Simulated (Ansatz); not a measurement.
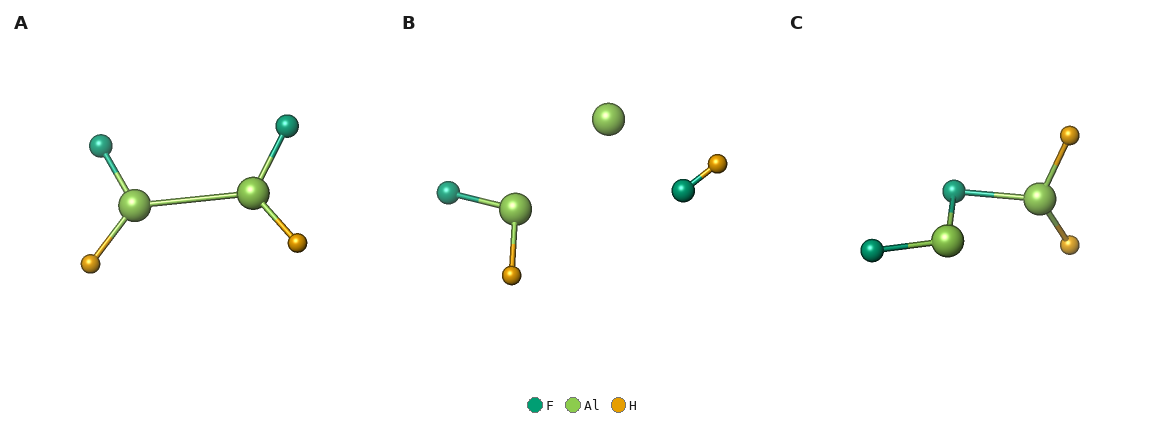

3 stationary structures of one formula. Geometries: PBE0-D4/def2-TZVP. Electronic energies: RHF-CCSD(T) (frozen core)/def2-TZVPP (Ansatz 0.2.0), without zero-point energy. No frequency run is at hand to confirm each as a minimum. Each is one conformer, not always the lowest.

**Which structure is the most stable?**

A is lowest (C2v); C lies 11.9 kJ/mol above it (Cs), B lies 287.3 kJ/mol above it.
